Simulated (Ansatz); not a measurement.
# Geometry relaxation, with input and output: CH₄BrGaO (part 1 of 2)

The run: geometry relaxation of CH₄BrGaO. Method and program: RKS PBE0-D4/def2-TZVP (Ansatz 0.2.0).

The geometry: GFN2-xTB start. Figures and captions count atoms from 1; the log counts them from 0 in places.

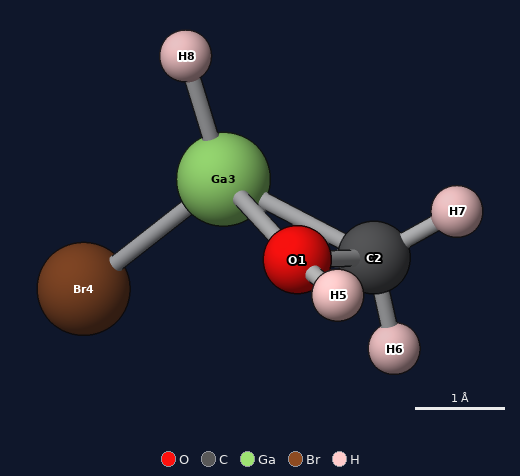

**Figure 1.** The structure as given in the input (ball-and-stick view, seen at a tilt; atoms are numbered from 1 in the order of the input). Sticks mark near contacts. Bond lengths as drawn: Br–Ga 2.28 Å, C–Ga 2.01 Å, C–H 1.09 to 1.10 Å, C–O 1.48 Å, Ga–H 1.54 Å, Ga–O 2.20 Å and H–O 0.97 Å.

**Results in brief**

| quantity | value |
| --- | --- |
| outcome | converged |
| total energy | −125557.5537 eV |
| mean-field energy | −125557.4150 eV |
| dispersion energy | −0.1387 eV |
| SCF solution under orbital rotations | stable |
| largest force (length of the vector) at the end | 0.002 eV/Å |
| dipole moment | 2.61 D |
| hardware | 4 threads of Arm Neoverse V1, 23 GiB of memory available, shared host |
| wall time | 85 s (CPU time 5.4 min) |
| peak memory | 0.54 GiB |

**Input**
```yaml
crystal:
  periodic: [false, false, false]
  atoms:
    - {symbol: O, position_ang: [0.050570, 0.947430, -0.650720]}
    - {symbol: C, position_ang: [0.119600, 0.523840, 0.760490]}
    - {symbol: Ga, position_ang: [0.112040, -1.215110, -0.249700]}
    - {symbol: Br, position_ang: [-1.849750, -2.335350, -0.548860]}
    - {symbol: H, position_ang: [0.043270, 1.909830, -0.726180]}
    - {symbol: H, position_ang: [-0.783110, 0.846180, 1.292210]}
    - {symbol: H, position_ang: [0.993730, 0.969140, 1.241320]}
    - {symbol: H, position_ang: [1.313640, -1.645960, -1.118540]}
basis:
  gaussian: {orbitals: def2-TZVP}
hamiltonian: {xc: pbe0, dispersion: d4}
relax: {f_tol: 0.005, max_steps: 150}
```

Command:
```bash
ansatz run in.yaml --threads 4 --pin off --events-out ev --progress --plain --max-ram 10444MiB
```

**What the program printed**
```
Functional definition: PBE0
  name "PBE0"
  cite "Adamo & Barone, J. Chem. Phys. 110, 6158 (1999) doi:10.1063/1.478522"
  cite "Perdew, Burke & Ernzerhof, Phys. Rev. Lett. 77, 3865 (1996) doi:10.1103/PhysRevLett.77.3865"
  parent pbe
  parameter a = 0.25
  parameter kappa = 0.804
  parameter beta = 0.06672455060314922
  exchange = (1 - a)*pbe_x(kappa = kappa, mu = beta*pi^2/3) + a*exact_x
  correlation = pbe_c(beta = beta)
1333 factors; their error is unknown
mean field evaluation 1: about -125550.9663 eV, gradient 5.5e1 eV
mean field evaluation 2: about -125544.5280 eV, gradient 8.0e1 eV
mean field evaluation 4: about -125556.4434 eV, gradient 4.6e0 eV
mean field evaluation 8: about -125556.4805 eV, gradient 3.1e-2 eV
mean field evaluation 16: about -125557.0985 eV, gradient 7.0e-5 eV
mean field -125557.09851848 eV, -4614.1382648961 hartree, gradient 3.7e-5 eV, S^2 0.000000; 0 other end points of the search recorded, 0 dependent functions left out
the calculation of the forces begins
reference -125557.09854837 eV, -4614.1382659947 hartree; 42, 42 occupied and 140, 140 virtual orbitals, 1333 factors
relax step   1: F+E_penalty+E_count = -125557.24392297 eV  Δ(F+E_penalty+E_count) = +0.000e0 eV  max|allowed force component| = 7.555e-1 eV/Å  Δτ_max = 0.0000 Å  (27 SCF iters, accepted)
these checks for a lower state are left out or cut short: starts, cluster_reference, orbital_swaps, neighbouring_geometries, increment
1333 factors; their error is unknown
mean field -125557.19652930 eV, -4614.1418667271 hartree, gradient 1.5e-5 eV, S^2 0.000000; 0 other end points of the search recorded, 0 dependent functions left out
[... from here on the field's lines of each further geometry are left out, up to the last ...]
relax step   2: F+E_penalty+E_count = -125557.34226102 eV  Δ(F+E_penalty+E_count) = -9.834e-2 eV  max|allowed force component| = 5.337e-1 eV/Å  Δτ_max = 0.1078 Å  (29 SCF iters, accepted)
relax step   3: F+E_penalty+E_count = -125557.39932870 eV  Δ(F+E_penalty+E_count) = -5.707e-2 eV  max|allowed force component| = 3.700e-1 eV/Å  Δτ_max = 0.1132 Å  (29 SCF iters, accepted)
relax step   4: F+E_penalty+E_count = -125557.45871626 eV  Δ(F+E_penalty+E_count) = -5.939e-2 eV  max|allowed force component| = 5.552e-1 eV/Å  Δτ_max = 0.1950 Å  (35 SCF iters, accepted)
relax step   5: F+E_penalty+E_count = -125557.39528198 eV  Δ(F+E_penalty+E_count) = +6.343e-2 eV  max|allowed force component| = 2.713e0 eV/Å  Δτ_max = 0.1367 Å  (29 SCF iters, rejected (line search))
relax step   6: F+E_penalty+E_count = -125557.47724926 eV  Δ(F+E_penalty+E_count) = -1.853e-2 eV  max|allowed force component| = 1.431e-1 eV/Å  Δτ_max = 0.0665 Å  (30 SCF iters, accepted)
relax step   7: F+E_penalty+E_count = -125557.48563614 eV  Δ(F+E_penalty+E_count) = -8.387e-3 eV  max|allowed force component| = 1.077e-1 eV/Å  Δτ_max = 0.0973 Å  (30 SCF iters, accepted)
relax step   8: F+E_penalty+E_count = -125557.48902919 eV  Δ(F+E_penalty+E_count) = -3.393e-3 eV  max|allowed force component| = 3.720e-1 eV/Å  Δτ_max = 0.1481 Å  (30 SCF iters, accepted)
relax step   9: F+E_penalty+E_count = -125557.49298446 eV  Δ(F+E_penalty+E_count) = -3.955e-3 eV  max|allowed force component| = 1.805e-1 eV/Å  Δτ_max = 0.0816 Å  (31 SCF iters, accepted)
relax step  10: F+E_penalty+E_count = -125557.49753285 eV  Δ(F+E_penalty+E_count) = -4.548e-3 eV  max|allowed force component| = 1.468e-1 eV/Å  Δτ_max = 0.0584 Å  (30 SCF iters, accepted)
relax step  11: F+E_penalty+E_count = -125557.50285510 eV  Δ(F+E_penalty+E_count) = -5.322e-3 eV  max|allowed force component| = 3.318e-1 eV/Å  Δτ_max = 0.1955 Å  (30 SCF iters, accepted)
relax step  12: F+E_penalty+E_count = -125557.51149742 eV  Δ(F+E_penalty+E_count) = -8.642e-3 eV  max|allowed force component| = 2.389e-1 eV/Å  Δτ_max = 0.0854 Å  (31 SCF iters, accepted)
relax step  13: F+E_penalty+E_count = -125557.52587578 eV  Δ(F+E_penalty+E_count) = -1.438e-2 eV  max|allowed force component| = 2.075e-1 eV/Å  Δτ_max = 0.1651 Å  (29 SCF iters, accepted)
relax step  14: F+E_penalty+E_count = -125557.53244494 eV  Δ(F+E_penalty+E_count) = -6.569e-3 eV  max|allowed force component| = 3.262e-1 eV/Å  Δτ_max = 0.2000 Å  (30 SCF iters, accepted)
relax step  15: F+E_penalty+E_count = -125557.53991682 eV  Δ(F+E_penalty+E_count) = -7.472e-3 eV  max|allowed force component| = 2.292e-1 eV/Å  Δτ_max = 0.0588 Å  (31 SCF iters, accepted)
relax step  16: F+E_penalty+E_count = -125557.54174047 eV  Δ(F+E_penalty+E_count) = -1.824e-3 eV  max|allowed force component| = 3.758e-1 eV/Å  Δτ_max = 0.1763 Å  (29 SCF iters, accepted)
relax step  17: F+E_penalty+E_count = -125557.55022302 eV  Δ(F+E_penalty+E_count) = -8.483e-3 eV  max|allowed force component| = 1.166e-1 eV/Å  Δτ_max = 0.0208 Å  (30 SCF iters, accepted)
relax step  18: F+E_penalty+E_count = -125557.55236416 eV  Δ(F+E_penalty+E_count) = -2.141e-3 eV  max|allowed force component| = 1.070e-1 eV/Å  Δτ_max = 0.0570 Å  (30 SCF iters, accepted)
relax step  19: F+E_penalty+E_count = -125557.55331130 eV  Δ(F+E_penalty+E_count) = -9.471e-4 eV  max|allowed force component| = 8.642e-2 eV/Å  Δτ_max = 0.0734 Å  (30 SCF iters, accepted)
relax step  20: F+E_penalty+E_count = -125557.55355296 eV  Δ(F+E_penalty+E_count) = -2.417e-4 eV  max|allowed force component| = 2.912e-2 eV/Å  Δτ_max = 0.0341 Å  (31 SCF iters, accepted)
relax step  21: F+E_penalty+E_count = -125557.55368806 eV  Δ(F+E_penalty+E_count) = -1.351e-4 eV  max|allowed force component| = 9.899e-3 eV/Å  Δτ_max = 0.0059 Å  (32 SCF iters, accepted)
relax step  22: F+E_penalty+E_count = -125557.55369488 eV  Δ(F+E_penalty+E_count) = -6.818e-6 eV  max|allowed force component| = 9.020e-3 eV/Å  Δτ_max = 0.0023 Å  (33 SCF iters, accepted)
relax step  23: F+E_penalty+E_count = -125557.55368696 eV  Δ(F+E_penalty+E_count) = +7.922e-6 eV  max|allowed force component| = 1.825e-2 eV/Å  Δτ_max = 0.0020 Å  (32 SCF iters, rejected (line search))
the calculation of the forces begins
reference -125557.41498624 eV, -4614.1498948717 hartree; 42, 42 occupied and 140, 140 virtual orbitals, 1333 factors
relax step  24: F+E_penalty+E_count = -125557.55370282 eV  Δ(F+E_penalty+E_count) = -7.943e-6 eV  max|allowed force component| = 1.628e-3 eV/Å  Δτ_max = 0.0010 Å  (33 SCF iters, accepted)
1333 factors; their error is unknown
mean field evaluation 192: about -125556.7944 eV, gradient 7.4e-1 eV
```

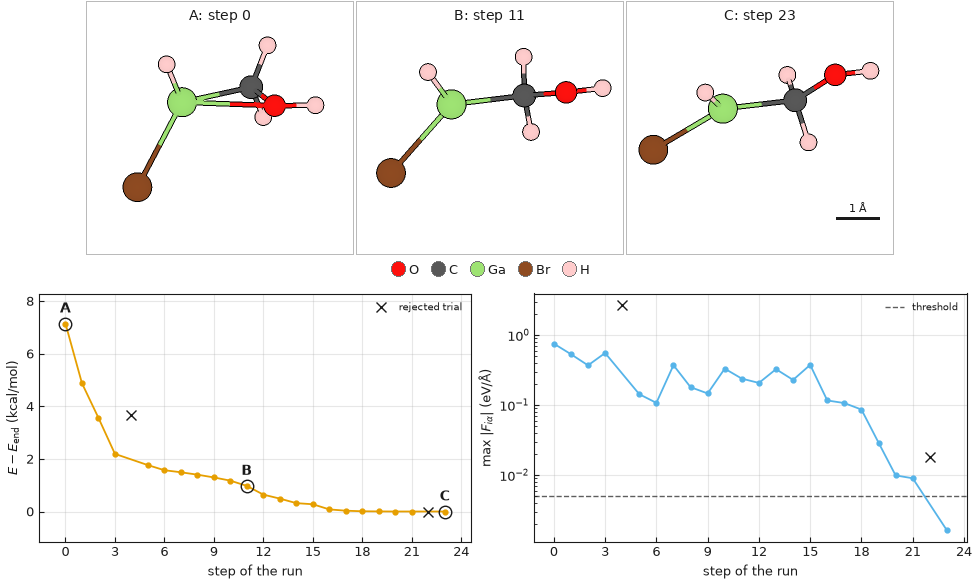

**Figure 2.** Frames of the relaxation (ball-and-stick view, seen at a tilt) above the curves, on which the letters mark them (the first geometry is step 0 here and step 1 in the log).

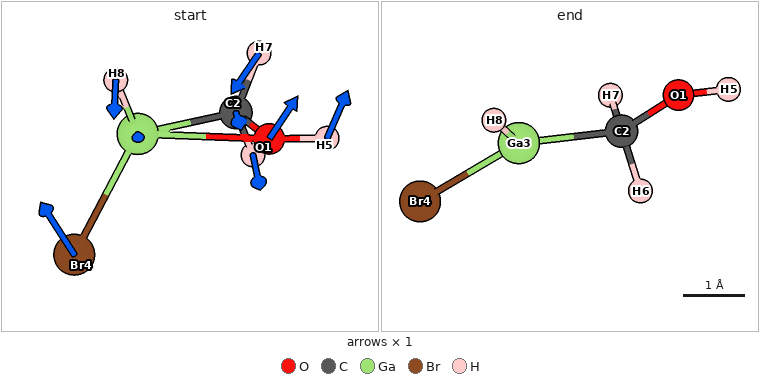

**Figure 3.** Before (left) and after (right) the relaxation, at one scale (ball-and-stick view, seen at a tilt). The blue arrows give the displacements, at true length. The energy falls by 7.14 kcal/mol in 23 geometry steps. The largest force component goes from 0.76 to 0.0016 eV/Å. The line search rejected the trial steps at points 4, 22 (counted from 0) and went back. The largest move after the best rigid fit is that of Br4, 1.40 Å. By element the largest moves are Br 1.40 Å, H 1.04 Å, O 0.88 Å, C 0.48 Å, Ga 0.26 Å. Distances before and after: O1–Ga3 2.200 → 2.780 Å, O1–C2 1.475 → 1.415 Å, C2–Ga3 2.011 → 1.972 Å, Ga3–Br4 2.279 → 2.308 Å. Among the angles that change: O1–C2–Ga3 76.6° → 109.2°, Ga3–C2–H7 125.2° → 107.9°, Ga3–C2–H6 119.7° → 107.9°. (Atoms are counted from 1 in the order of the input.)

```
mean field -125557.41495595 eV, -4614.1498937587 hartree, gradient 2.5e-5 eV, S^2 0.000000; 1 other end points of the search recorded, 0 dependent functions left out
the calculation of the forces begins
reference -125557.41498624 eV, -4614.1498948717 hartree; 42, 42 occupied and 140, 140 virtual orbitals, 1333 factors
Total energy: -125557.55373311 eV, -4614.1549937251 hartree
Atom 0 at     0.693780     1.479876    -0.436651 Å, force    -0.000196    -0.000187     0.000226 eV/Å
Atom 1 at    -0.113673     0.580870     0.300101 Å, force     0.000271    -0.000180    -0.000565 eV/Å
Atom 2 at     0.086559    -1.232984    -0.448064 Å, force    -0.001127     0.000892     0.001628 eV/Å
Atom 3 at    -1.181775    -2.808149     0.664289 Å, force     0.000599    -0.000867    -0.001009 eV/Å
Atom 4 at     0.592993     2.361684    -0.068656 Å, force     0.000112     0.000708     0.000027 eV/Å
Atom 5 at    -1.179828     0.845259     0.262513 Å, force     0.000253     0.000455     0.000285 eV/Å
Atom 6 at     0.164094     0.539831     1.362717 Å, force    -0.000102     0.000572    -0.000001 eV/Å
Atom 7 at     0.937839    -1.766388    -1.636229 Å, force     0.000189    -0.001392    -0.000591 eV/Å
Dipole moment:     0.062605     0.535786     0.072234 e Å
```

**Trajectory as extended XYZ (Å, eV, eV/Å), 24 frames, from step=1 to step=24**
```
8
Properties=species:S:1:pos:R:3:forces:R:3 step=1 energy=-125557.24392
O     0.0506    0.9474   -0.6507   -0.0201   0.6313   0.4776
C     0.1196    0.5238    0.7605   -0.2768  -0.0383  -0.7555
Ga    0.1120   -1.2151   -0.2497    0.2910   0.5373   0.4618
Br   -1.8498   -2.3354   -0.5489   -0.2576  -0.0928   0.0461
H     0.0433    1.9098   -0.7262   -0.0626  -0.2246  -0.1508
H    -0.7831    0.8462    1.2922    0.0497  -0.2632  -0.0726
H     0.9937    0.9691    1.2413    0.1150  -0.3719  -0.0047
H     1.3136   -1.6460   -1.1185    0.1613  -0.1777  -0.0019
8
Properties=species:S:1:pos:R:3:forces:R:3 step=2 energy=-125557.34226
O     0.0333    1.0206   -0.6720    0.0572   0.3443   0.5337
C     0.1085    0.5282    0.7102   -0.0957  -0.0004  -0.4314
Ga    0.1372   -1.1832   -0.2706    0.1668  -0.1053   0.2168
Br   -1.8649   -2.2901   -0.4976   -0.0295  -0.0103  -0.0132
H    -0.0041    1.9811   -0.7241   -0.0303  -0.0629  -0.0073
H    -0.7932    0.7803    1.2793    0.1212  -0.0570  -0.1318
H     1.0087    0.8741    1.2326   -0.1185  -0.0512  -0.1882
H     1.3745   -1.7109   -1.0576   -0.0713  -0.0573   0.0214
8
Properties=species:S:1:pos:R:3:forces:R:3 step=3 energy=-125557.39933
O     0.0305    1.1143   -0.6703    0.0475   0.1040   0.1943
C     0.1048    0.5291    0.6602    0.0107   0.3514  -0.3700
Ga    0.1647   -1.1971   -0.2618    0.0529  -0.3515   0.0055
Br   -1.8558   -2.2911   -0.4768    0.0424   0.0152  -0.0009
H    -0.0374    2.0749   -0.6702   -0.0077  -0.1011   0.1717
H    -0.7947    0.7408    1.2442    0.0678  -0.0408  -0.0102
H     1.0058    0.8468    1.1970   -0.1108  -0.0104  -0.0488
H     1.3821   -1.8176   -1.0223   -0.1028   0.0332   0.0584
8
Properties=species:S:1:pos:R:3:forces:R:3 step=4 energy=-125557.45872
O     0.0384    1.2670   -0.6752   -0.0456   0.4116  -0.0656
C     0.1058    0.5454    0.5593    0.0315   0.2783  -0.0665
Ga    0.1846   -1.2491   -0.2501   -0.0222  -0.1728  -0.1537
Br   -1.8486   -2.3294   -0.4410    0.0756   0.0121   0.0389
H    -0.0743    2.2233   -0.5493    0.0576  -0.5552   0.1765
H    -0.7876    0.6851    1.1757    0.0120   0.0176  -0.0187
H     0.9960    0.8149    1.1396   -0.0455  -0.0105   0.0087
H     1.3857   -1.9573   -0.9590   -0.0634   0.0189   0.0804
```
